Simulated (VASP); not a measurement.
Band structure of GaP (space group F-43m). Level of theory: modified Becke-Johnson potential (mBJ), VASP's PBE PAW potentials (set 64) (plane waves; VASP).

mBJ is a potential without an energy functional, so only the levels count.

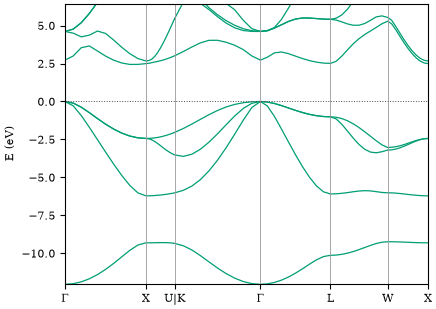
Figure: Bands along high-symmetry lines, zero at the valence-band maximum or, without a gap, the Fermi level

Task: Read the plot: is there a gap, and where are the band edges?

Result: The gap is indirect, 2.44 eV, from the valence maximum at Γ to the conduction minimum at Γ-X at 0.80.

The structure comes from a computed database's GaP entry (F-43m); how it stands against other phases isn't given here. It was relaxed first. The cell's shape comes from a PBE relaxation.
